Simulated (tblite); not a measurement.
## Geometry relaxation, with input and output: Si3H7OF (part 1 of 2)

The run: geometry relaxation of Si3H7OF. Method and program: GFN2-xTB geometry optimisation, gas phase (tblite 0.8.0).

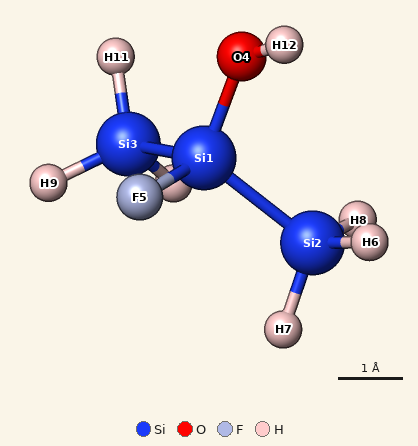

The starting structure (ball-and-stick view, seen at a tilt; atoms are numbered from 1 in the order of the input). Bond lengths as drawn: F–Si 1.71 Å, H–O 0.97 Å, H–Si 1.40 to 1.44 Å, O–Si 1.77 Å and Si–Si 2.18 to 2.22 Å.

**The input**
```
{"job": {"kind": "relax", "xc": "GFN2-xTB", "basis": "xTB"}, "charge": 0, "multiplicity": 1}
Si     0.338852    -1.723117     0.679651
Si    -1.597254    -0.774017     1.020626
Si     1.312597    -0.863845    -1.117097
O      0.104466    -3.456685     0.444412
F      1.357489    -1.503346     2.032963
H     -2.331694    -1.451252     2.036158
H     -1.407666     0.587738     1.451827
H     -2.358647    -0.743663    -0.160850
H      2.445132    -0.142677    -0.721782
H      0.385651    -0.014015    -1.783586
H      1.716214    -1.905306    -1.973157
H     -0.431735    -4.052604     0.993066
```

The first line tells a small driver script what to run in tblite; the rest is the geometry in Å.

Command:
```bash
OMP_NUM_THREADS=1 python <driver script> task.json out
```

**Output**
```
step      E/eV     max force
  0    -479.39104    4.150
  1    -479.77366    1.881
  2    -479.93990    1.030
  3    -479.96569    0.500
  4    -480.01334    0.559
  5    -480.05109    0.635
  6    -480.08998    0.478
  7    -480.11844    0.362
  8    -480.13712    0.282
  9    -480.14621    0.380
 10    -480.15678    0.345
 11    -480.16769    0.234
 12    -480.17414    0.212
 13    -480.17929    0.268
 14    -480.18575    0.332
 15    -480.19078    0.243
 16    -480.19383    0.115
 17    -480.19575    0.148
 18    -480.19794    0.185
 19    -480.20133    0.228
 20    -480.20547    0.253
 21    -480.20931    0.224
 22    -480.21239    0.150
 23    -480.21509    0.135
 24    -480.21798    0.173
 25    -480.22117    0.237
 26    -480.22444    0.257
 27    -480.22438    0.606
 28    -480.23037    0.188
 29    -480.23294    0.147
 30    -480.23621    0.086
 31    -480.23713    0.110
 32    -480.23964    0.131
 33    -480.24143    0.121
 34    -480.24266    0.066
 35    -480.24299    0.038
 36    -480.24322    0.038
 37    -480.24356    0.054
 38    -480.24403    0.067
 39    -480.24447    0.048
 40    -480.24467    0.029
 41    -480.24475    0.030
 42    -480.24485    0.034
 43    -480.24505    0.054
 44    -480.24539    0.066
 45    -480.24576    0.052
 46    -480.24598    0.041
 47    -480.24610    0.040
 48    -480.24620    0.036
 49    -480.24637    0.041
 50    -480.24658    0.041
 51    -480.24673    0.029
 52    -480.24680    0.027
 53    -480.24685    0.025
 54    -480.24692    0.026
 55    -480.24703    0.036
 56    -480.24716    0.032
 57    -480.24725    0.019
 58    -480.24729    0.015
 59    -480.24732    0.017
 60    -480.24740    0.028
 61    -480.24752    0.035
 62    -480.24765    0.030
 63    -480.24772    0.016
 64    -480.24775    0.012
 65    -480.24777    0.014
 66    -480.24781    0.021
 67    -480.24788    0.026
 68    -480.24797    0.022
 69    -480.24803    0.014
 70    -480.24805    0.015
 71    -480.24806    0.011
 72    -480.24807    0.011
 73    -480.24812    0.010
 74    -480.24816    0.010
 75    -480.24819    0.007
```

**Trajectory as extended XYZ (Å, eV, eV/Å), 26 frames, from step=0 to step=75**
```
12
Properties=species:S:1:pos:R:3:forces:R:3 step=0 energy=-479.39104
Si    0.3389   -1.7231    0.6797    1.4860  -3.5970   1.4400
Si   -1.5973   -0.7740    1.0206   -0.8470   0.8020   1.1600
Si    1.3126   -0.8638   -1.1171    0.0390  -0.3880  -0.1910
O     0.1045   -3.4567    0.4444    0.1960   1.9020   0.5770
F     1.3575   -1.5033    2.0330   -0.9360  -0.3780  -1.1400
H    -2.3317   -1.4513    2.0362   -0.6920  -0.3350   0.6300
H    -1.4077    0.5877    1.4518   -0.0360   0.5000   0.1360
H    -2.3586   -0.7437   -0.1608   -0.7930   0.0300  -1.1100
H     2.4451   -0.1427   -0.7218    1.2490   0.9340   0.2410
H     0.3857   -0.0140   -1.7836   -0.5510   0.5980  -0.4700
H     1.7162   -1.9053   -1.9732    0.4100  -0.8090  -0.9860
H    -0.4317   -4.0526    0.9931    0.4740   0.7400  -0.2880
12
Properties=species:S:1:pos:R:3:forces:R:3 step=3 energy=-479.96569
Si    0.3660   -1.8239    0.7205   -0.3090   0.3440  -0.1910
Si   -1.6135   -0.7589    1.0509   -0.1440  -0.0490   0.1180
Si    1.3207   -0.8819   -1.1165    0.2510  -0.1750  -0.0270
O     0.1141   -3.4059    0.4715    0.4190  -0.0290  -0.0750
F     1.3275   -1.5264    1.9982    0.0120  -0.3470   0.1040
H    -2.3700   -1.4660    2.0682   -0.4170   0.0000   0.2170
H    -1.4101    0.6178    1.4610   -0.0820   0.2170   0.0880
H    -2.3859   -0.7427   -0.1947   -0.0690   0.0030   0.0640
H     2.4891   -0.1077   -0.7179    0.1300   0.1560  -0.1350
H     0.3679    0.0060   -1.7991    0.0910  -0.0540   0.0410
H     1.7353   -1.9363   -2.0191    0.1620  -0.0570  -0.3890
H    -0.4078   -4.0170    0.9792   -0.0450  -0.0080   0.1850
12
Properties=species:S:1:pos:R:3:forces:R:3 step=6 energy=-480.08998
Si    0.3289   -1.7924    0.7034    0.1940  -0.4320  -0.0390
Si   -1.6623   -0.7536    1.0939   -0.3160   0.1900   0.1960
Si    1.3773   -0.9189   -1.1326    0.1070   0.1320  -0.3110
O     0.1829   -3.4159    0.4827    0.0400   0.4530   0.0640
F     1.3120   -1.6078    2.0008   -0.1690  -0.1260  -0.0740
H    -2.4668   -1.4648    2.1181   -0.0290   0.2770  -0.1820
H    -1.4314    0.6614    1.4803   -0.1830  -0.3700  -0.0260
H    -2.4090   -0.7416   -0.1878    0.0260   0.0090   0.3230
H     2.5276   -0.0680   -0.7477   -0.1570  -0.1980  -0.2090
H     0.3879   -0.0048   -1.7927    0.3490  -0.2920   0.1450
H     1.7751   -1.9522   -2.1110    0.0350   0.2970   0.0890
H    -0.3889   -3.9842    0.9947    0.1040   0.0590   0.0240
12
Properties=species:S:1:pos:R:3:forces:R:3 step=9 energy=-480.14621
Si    0.3232   -1.7888    0.6874    0.0250   0.1630  -0.0070
Si   -1.6990   -0.7447    1.1261    0.3100  -0.2090  -0.0700
Si    1.4105   -0.9301   -1.1577   -0.0840  -0.1220   0.2070
O     0.2129   -3.4005    0.4917   -0.1410  -0.0570  -0.0950
F     1.2908   -1.6572    1.9995   -0.0690   0.0460   0.0310
H    -2.5197   -1.4372    2.1274   -0.1010   0.1370   0.0020
H    -1.4604    0.6519    1.4904   -0.1220  -0.0230   0.0960
H    -2.4205   -0.7398   -0.1530   -0.1300   0.0170   0.0900
H     2.5338   -0.0682   -0.7833    0.0960  -0.0730  -0.1020
H     0.4281   -0.0348   -1.7799   -0.0030   0.0330  -0.1270
H     1.8002   -1.9318   -2.1491    0.1110   0.0800  -0.0380
H    -0.3663   -3.9616    1.0028    0.1100   0.0070   0.0130
12
Properties=species:S:1:pos:R:3:forces:R:3 step=12 energy=-480.17414
Si    0.3288   -1.7795    0.6806   -0.0260  -0.0670   0.0920
Si   -1.6815   -0.7647    1.1347   -0.1160   0.0440  -0.0090
Si    1.4167   -0.9467   -1.1497    0.0620   0.0630  -0.0970
O     0.2068   -3.3873    0.4768   -0.0780  -0.0710  -0.1830
F     1.2694   -1.6718    2.0055    0.0580   0.0900   0.1510
H    -2.5567   -1.3978    2.1268   -0.0150   0.0020   0.0540
H    -1.4954    0.6347    1.5094   -0.0060   0.0460   0.0940
H    -2.4448   -0.7369   -0.1168   -0.0780  -0.0230  -0.0230
H     2.5486   -0.0850   -0.8183    0.1440  -0.0190   0.0090
H     0.4522   -0.0492   -1.7910   -0.0830   0.0650  -0.1070
H     1.8293   -1.9047   -2.1684    0.0900  -0.0690  -0.0450
H    -0.3399   -3.9539    1.0127    0.0470  -0.0610   0.0640
12
Properties=species:S:1:pos:R:3:forces:R:3 step=15 energy=-480.19078
Si    0.3290   -1.7817    0.6877    0.0640  -0.0190  -0.0610
Si   -1.6904   -0.7695    1.1428   -0.1880   0.1380   0.0680
Si    1.4313   -0.9505   -1.1591    0.0040   0.0960  -0.1360
O     0.1924   -3.3891    0.4444   -0.0860   0.0730   0.0140
F     1.2602   -1.6739    2.0285   -0.0540   0.0060  -0.0270
H    -2.5892   -1.3734    2.1393    0.0680  -0.0310   0.0130
H    -1.5197    0.6335    1.5374    0.0270  -0.0540   0.0240
H    -2.4747   -0.7386   -0.0982   -0.0080  -0.0250  -0.0130
H     2.5831   -0.0964   -0.8410    0.0020  -0.0750   0.0110
H     0.4578   -0.0503   -1.8137    0.0750  -0.0710   0.0200
H     1.8642   -1.8990   -2.1926    0.0000   0.0100   0.0990
H    -0.3107   -3.9539    1.0268    0.0970  -0.0480  -0.0130
12
Properties=species:S:1:pos:R:3:forces:R:3 step=18 energy=-480.19794
Si    0.3309   -1.7788    0.6830   -0.1160   0.1320  -0.0590
Si   -1.7067   -0.7616    1.1488    0.0870  -0.0640  -0.0380
Si    1.4367   -0.9435   -1.1720    0.0040  -0.0620   0.1040
O     0.1756   -3.3825    0.4309   -0.0250   0.0550   0.0160
F     1.2510   -1.6717    2.0345   -0.0670  -0.0250  -0.0860
H    -2.5933   -1.3690    2.1472    0.0130  -0.0620   0.0600
H    -1.5253    0.6304    1.5525    0.0190   0.0680   0.0340
H    -2.4880   -0.7419   -0.0932   -0.0240   0.0020  -0.0140
H     2.5976   -0.1097   -0.8475    0.0230  -0.0110   0.0190
H     0.4651   -0.0552   -1.8236   -0.0050   0.0330  -0.0500
H     1.8780   -1.8974   -2.1901    0.0070  -0.0480   0.0210
H    -0.2883   -3.9616    1.0317    0.0840  -0.0190  -0.0080
12
Properties=species:S:1:pos:R:3:forces:R:3 step=21 energy=-480.20931
Si    0.3112   -1.7514    0.6610   -0.2130  -0.0100   0.0680
Si   -1.7275   -0.7532    1.1573    0.0400  -0.0340  -0.0220
Si    1.4472   -0.9415   -1.1785    0.0180  -0.0530   0.0710
O     0.1399   -3.3526    0.4134    0.0130  -0.0830  -0.0640
F     1.2164   -1.6752    2.0217    0.0110   0.0190  -0.0220
H    -2.5937   -1.3762    2.1730    0.0660  -0.0080  -0.0360
H    -1.5307    0.6354    1.5853   -0.0390  -0.0090  -0.0270
H    -2.5161   -0.7473   -0.0869    0.0020   0.0480   0.0980
H     2.6273   -0.1367   -0.8536    0.0040   0.0440   0.0380
H     0.4827   -0.0604   -1.8496    0.0260   0.0600  -0.0590
H     1.9027   -1.9056   -2.1775   -0.0090  -0.0950  -0.0240
H    -0.2260   -3.9780    1.0369    0.0810   0.1220  -0.0220
12
Properties=species:S:1:pos:R:3:forces:R:3 step=24 energy=-480.21798
Si    0.2745   -1.7364    0.6515    0.1320  -0.1020  -0.0440
Si   -1.7405   -0.7488    1.1640   -0.0980   0.0790   0.0700
Si    1.4557   -0.9471   -1.1758   -0.0300   0.0210  -0.0720
O     0.1162   -3.3371    0.3896    0.0260  -0.0340  -0.0850
F     1.1900   -1.6755    2.0074    0.0000   0.0230  -0.0050
H    -2.5854   -1.3828    2.1877    0.0290  -0.0200  -0.0110
H    -1.5413    0.6369    1.6055   -0.0450  -0.0290  -0.0460
H    -2.5387   -0.7438   -0.0690   -0.0440   0.0640   0.0440
H     2.6488   -0.1515   -0.8529   -0.0800   0.0000   0.0390
H     0.5036   -0.0581   -1.8761    0.1410  -0.0330   0.0190
H     1.9190   -1.9238   -2.1693   -0.0590  -0.0230   0.0680
H    -0.1683   -3.9748    1.0397    0.0280   0.0550   0.0230
12
Properties=species:S:1:pos:R:3:forces:R:3 step=27 energy=-480.22438
Si    0.2328   -1.7260    0.6245    0.1700   0.1060  -0.1430
Si   -1.7738   -0.7319    1.1836    0.1560  -0.1420  -0.0700
Si    1.4651   -0.9542   -1.1811    0.0290  -0.0300   0.0240
O     0.0821   -3.3221    0.3340   -0.0580  -0.3960   0.4550
F     1.1476   -1.6708    1.9820    0.0100  -0.0340   0.0090
H    -2.5642   -1.4015    2.2118   -0.1090  -0.0750   0.1320
H    -1.5674    0.6383    1.6294   -0.0210   0.1730   0.0330
H    -2.5859   -0.7228   -0.0298   -0.1490   0.0740  -0.0720
H     2.6649   -0.1759   -0.8409   -0.0740  -0.0120   0.0470
H     0.5660   -0.0576   -1.9187    0.0220   0.0540  -0.0560
H     1.9316   -1.9619   -2.1398   -0.0440  -0.0270   0.0420
H    -0.0655   -3.9565    1.0472    0.0690   0.3080  -0.4010
12
Properties=species:S:1:pos:R:3:forces:R:3 step=30 energy=-480.23621
Si    0.2376   -1.7250    0.6067   -0.0330   0.0110   0.0330
Si   -1.7728   -0.7347    1.1853    0.0000  -0.0220  -0.0320
Si    1.4671   -0.9592   -1.1819    0.0210   0.0420  -0.0660
O     0.0851   -3.3266    0.3291    0.0230   0.0180   0.0800
F     1.1415   -1.6725    1.9717    0.0300  -0.0230   0.0080
H    -2.5608   -1.4175    2.2245    0.0210   0.0370  -0.0280
H    -1.5757    0.6511    1.6280   -0.0330  -0.0570  -0.0070
H    -2.6071   -0.7050   -0.0239   -0.0470   0.0380   0.0620
H     2.6529   -0.1763   -0.8257    0.0270   0.0040   0.0500
H     0.5897   -0.0514   -1.9302   -0.0100   0.0420  -0.0580
H     1.9213   -1.9805   -2.1252    0.0110  -0.0540  -0.0150
H    -0.0455   -3.9450    1.0438   -0.0110  -0.0370  -0.0280
12
Properties=species:S:1:pos:R:3:forces:R:3 step=33 energy=-480.24143
Si    0.2228   -1.7146    0.5883    0.0380  -0.0120   0.0090
Si   -1.7845   -0.7370    1.1897   -0.0930   0.0700   0.0330
Si    1.4785   -0.9596   -1.1968   -0.0380   0.0220  -0.0320
O     0.0738   -3.3189    0.3174    0.0130   0.0130   0.0760
F     1.1223   -1.6781    1.9600    0.0140   0.0050  -0.0330
H    -2.5562   -1.4226    2.2416    0.0440   0.0280  -0.0500
H    -1.6024    0.6502    1.6433    0.0050  -0.0920  -0.0130
H    -2.6567   -0.6795    0.0091   -0.0170  -0.0040   0.0320
H     2.6643   -0.1900   -0.8085    0.0190  -0.0140   0.0170
H     0.6289   -0.0406   -1.9707    0.0330  -0.0220  -0.0160
H     1.9303   -2.0131   -2.1115    0.0020   0.0250   0.0150
H     0.0123   -3.9390    1.0404   -0.0200  -0.0190  -0.0390
```
